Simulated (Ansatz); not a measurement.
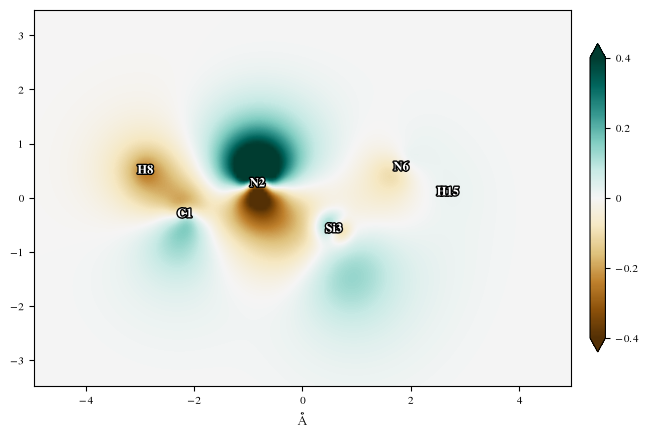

The picture shows: CH9N3Si2. The HOMO−1 on the plane of atoms N2, C1 and H8 (values in Å⁻³ᐟ²; the overall sign is arbitrary).

These are results of SCF PBE0-DH, Gaussian basis (Ansatz 0.2.0), not measurements.

```json
{"atom": "C", "x (Å)": "2.2329", "y (Å)": "-0.1817", "z (Å)": "0.9893"}
{"atom": "N", "x (Å)": "0.9738", "y (Å)": "-0.6576", "z (Å)": "0.4509"}
{"atom": "Si", "x (Å)": "0.0797", "y (Å)": "0.0681", "z (Å)": "-0.7434"}
{"atom": "N", "x (Å)": "-0.8748", "y (Å)": "1.2766", "z (Å)": "-0.0853"}
{"atom": "Si", "x (Å)": "-2.1483", "y (Å)": "0.1863", "z (Å)": "0.1883"}
{"atom": "N", "x (Å)": "-1.3281", "y (Å)": "-0.8326", "z (Å)": "-0.9026"}
{"atom": "H", "x (Å)": "2.1466", "y (Å)": "0.8388", "z (Å)": "1.3790"}
{"atom": "H", "x (Å)": "2.5429", "y (Å)": "-0.8213", "z (Å)": "1.8223"}
{"atom": "H", "x (Å)": "3.0278", "y (Å)": "-0.2047", "z (Å)": "0.2358"}
{"atom": "H", "x (Å)": "1.0494", "y (Å)": "-1.6475", "z (Å)": "0.2371"}
{"atom": "H", "x (Å)": "0.7173", "y (Å)": "0.3845", "z (Å)": "-2.0239"}
{"atom": "H", "x (Å)": "-1.1620", "y (Å)": "1.8826", "z (Å)": "-0.8396"}
{"atom": "H", "x (Å)": "-3.3744", "y (Å)": "0.6927", "z (Å)": "-0.4513"}
{"atom": "H", "x (Å)": "-2.1754", "y (Å)": "-0.3495", "z (Å)": "1.5609"}
{"atom": "H", "x (Å)": "-1.7074", "y (Å)": "-0.6349", "z (Å)": "-1.8175"}
```

Q: Where does this orbital lie, and at what energy?

A: Its weight (Hirshfeld) is mainly on N2 (about 55 %), Si3 (about 10 %), C1 (about 10 %), H9 (about 5 %) and H11 (about 5 %). Its energy is −8.32 eV.
